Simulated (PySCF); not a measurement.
# CHCl2F (SMILES FC(Cl)Cl): levels of theory compared

Aim: a comparison of 6 runs (SVWN5/STO-3G, UMP2/STO-3G, BCCD(T)/STO-3G, CCSDT(Q)/STO-3G, QCISD(T)/STO-3G, CCSD(T)/STO-3G) of CHCl2F. The job is set up through a Python script.

The results are computed with PySCF 2.14.0.

4 further runs of the same task are left out: 1 that didn't finish, 3 set aside as unsound or not needed.

## 1. Starting point

CHCl2F has 5 atoms, charge 0, and is taken as a singlet. SMILES: `FC(Cl)Cl`. The F1–C2 distance was set to 1.608 Å, away from the relaxed value.

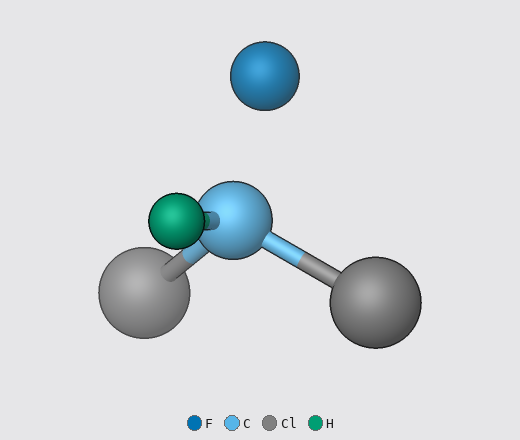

The structure, seen from a chosen angle (fluorine blue, carbon blue, chlorine grey, hydrogen teal).

## 2. A single-point energy at SVWN5/STO-3G (run 1)

The input, input.py:

```python
from pyscf import gto, dft

mol = gto.M(
    atom='''
F       -0.709986       0.139119       1.470313
C        0.006400       0.099400       0.030700
Cl       1.459900      -0.886800       0.126900
Cl      -1.120400      -0.525200      -1.167100
H        0.294600       1.106400      -0.262500
''',
    max_memory=1860,
    basis='sto-3g',
    spin=0,
    verbose=3,
)

calc0 = dft.RKS(mol)
calc0.xc = 'svwn'
calc0.grids.level = 5
calc0.conv_tol = 1e-10
calc0.kernel()
if not calc0.converged:
    calc0 = calc0.newton().run(calc0.mo_coeff, calc0.mo_occ)

e_final = calc0.e_tot
print('Final energy', e_final)
```

Command:

```console
OMP_NUM_THREADS=1 python input.py
```

Standard output:

```text
converged SCF energy = -1042.90130028376
Final energy -1042.901300283755
```

It took 2.5 s on 1 thread of Arm Neoverse V2, shared host; peak memory 0.16 GiB.

## 3. The energy at UMP2/STO-3G (run 2)

The input, calc.py:

```python
from pyscf import gto, scf, mp

mol = gto.M(
    atom='''
F       -0.709986       0.139119       1.470313
C        0.006400       0.099400       0.030700
Cl       1.459900      -0.886800       0.126900
Cl      -1.120400      -0.525200      -1.167100
H        0.294600       1.106400      -0.262500
''',
    max_memory=1860,
    verbose=3,
    basis='sto-3g',
)

mf = scf.UHF(mol)
mf.conv_tol = 1e-10
mf.kernel()
if not mf.converged:
    mf = mf.newton().run(mf.mo_coeff, mf.mo_occ)
for _ in range(3):
    mo, _, stable, _ = mf.stability(return_status=True)
    if stable:
        break
    mf.kernel(mf.make_rdm1(mo, mf.mo_occ))

pt = mp.MP2(mf, frozen=12).run()
e_tot = pt.e_tot
print('E(%s) = %.9f' % ('MP2', e_tot))
```

Command:

```console
OMP_NUM_THREADS=1 python calc.py
```

Standard output:

```text
converged SCF energy = -1045.12233778335  <S^2> = 5.2846616e-11  2S+1 = 1
<class 'pyscf.scf.uhf.UHF'> wavefunction is stable in the internal stability analysis
E(UMP2) = -1045.22361965594  E_corr = -0.101281872591867
E(SCS-UMP2) = -1045.23302936341  E_corr = -0.110691580057384
E(MP2) = -1045.223619656
```

It took 0.78 s on 1 thread of Arm Neoverse V2, shared host; peak memory 0.12 GiB.

Runs 3 to 5 aren't shown in full; the table further down has their settings and results.

## 4. The energy at CCSD(T)/STO-3G (run 6)

The input, start.xyz:

```xyz
5
CHCl2F
F     -0.709986     0.139119     1.470313
C      0.006400     0.099400     0.030700
Cl     1.459900    -0.886800     0.126900
Cl    -1.120400    -0.525200    -1.167100
H      0.294600     1.106400    -0.262500
```

The input, run.py:

```python
from pyscf import gto, scf, cc

molecule = gto.M(
    atom='start.xyz',
    spin=0,
    verbose=3,
    max_memory=1860,
    basis='sto-3g',
)

hf = scf.RHF(molecule)
hf.conv_tol = 1e-10
hf.kernel()
if not hf.converged:
    hf = hf.newton().run(hf.mo_coeff, hf.mo_occ)

mycc = cc.CCSD(hf, frozen=12)
mycc.kernel()
e_t = mycc.ccsd_t()
e_tot = mycc.e_tot + e_t
print('E = %.10f Eh' % e_tot)
```

Command:

```console
OMP_NUM_THREADS=1 python run.py
```

Standard output:

```text
converged SCF energy = -1045.12233778336
E(CCSD) = -1045.254228773835  E_corr = -0.1318909904797422
CCSD(T) correction = -0.00230195627226009
E = -1045.2565307301 Eh
```

It took 0.68 s on 1 thread of Arm Neoverse V2, shared host; peak memory 0.1 GiB.

## 5. The series

```csv
run,level,integration grid,frozen core orbitals,energy (Eh),dipole moment (D) of the reference,HOMO energy (eV),LUMO energy (eV),wall time
1,SVWN5/STO-3G,5,–,-1042.901300,1.53,-4.18,1.25,2.5 s
2,UMP2/STO-3G,–,12,-1045.223620,1.65,-11.26,7.88,0.78 s
3,BCCD(T)/STO-3G,–,12,-1045.256449,–,–,–,0.9 s
4,CCSDT(Q)/STO-3G,–,12,-1045.257458,1.65,-11.26,7.88,6.3 s
5,QCISD(T)/STO-3G,–,12,-1045.256930,1.65,-11.26,7.88,0.76 s
6,CCSD(T)/STO-3G,–,12,-1045.256531,1.65,-11.26,7.88,0.68 s
```

## 6. Outcome

| quantity | value |
| --- | --- |
| run 6: total energy | -1045.25653 Eh |
| run 6: dipole moment (Hartree–Fock density) | 1.65 D |
| run 6: HOMO energy (Hartree–Fock orbitals) | -11.26 eV |
| run 6: LUMO energy (Hartree–Fock orbitals) | 7.88 eV |
| run 6: HOMO–LUMO gap (Hartree–Fock orbitals) | 19.14 eV |
| run 6: correlation energy (12 core orbitals frozen) | -134.2 mEh |
| run 6: (T) correction | -2.30 mEh |
| run 6: T1 diagnostic | 0.008 |

In runs 1, 2, 3, 4, 5, 6 the basis is minimal, so the values are rough. All runs together took 12 s, the longest 6.3 s.
